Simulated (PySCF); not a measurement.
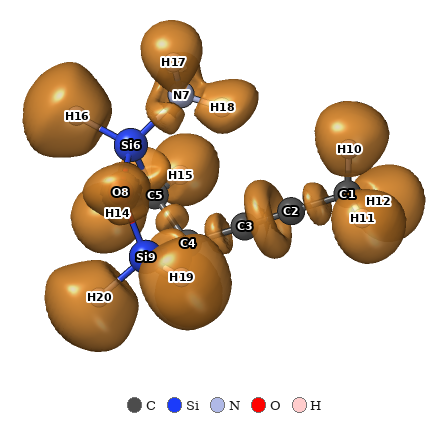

Figure. C5H11NOSi2. Isosurface of the ELF at 0.8 (orange), seen at a tilt. Core shells and regions of very low density are left out.

Geometry: PBE0-D3(BJ)/def2-SVP.

Computed with PBE0/pcSseg-1, SCF density, gas phase, non-relativistic (PySCF 2.14.0).

```
atom    x (Å)    y (Å)    z (Å)
   C   3.8298   1.3412   0.8001
   C   2.7014   0.6915   0.1517
   C   1.7757   0.1343  -0.4037
   C   0.6343  -0.5286  -1.0162
   C  -0.5005   0.4698  -1.3748
  Si  -1.4180   0.8672   0.2338
   N  -0.6943   2.2046   1.0262
   O  -1.2439  -0.6336   1.0010
  Si  -0.1696  -1.6924   0.2837
   H   3.5032   2.1966   1.4123
   H   4.3639   0.6438   1.4649
   H   4.5529   1.7206   0.0608
   H   0.9659  -1.0923  -1.9056
   H  -1.2086  -0.0165  -2.0680
   H  -0.1063   1.3625  -1.8847
   H  -2.8734   1.1458   0.1126
   H  -1.1155   2.6034   1.8575
   H   0.3197   2.2351   1.0740
   H   0.8070  -2.2381   1.2657
   H  -0.8978  -2.8161  -0.3829
```

Identify the bonds, lone pairs and shells in this picture.

Answer. At this value the surface marks out four regions between bonded C–C atoms (shared pairs), two regions between bonded C–Si atoms (shared pairs), nine regions around hydrogen nuclei, one region wrapped around O (its lone pairs, merged into a ring or cap) and one joined region spread over several atoms (H, N), in which their bonds and any lone pairs are merged.

Values along the shortest contacts:
C–C (1.21 Å): the ELF peaks at about 0.80 between the atoms: a multiple bond. Si–O (1.67 Å): the ELF peaks at about 0.85 between the atoms, as expected for a polar covalent bond.
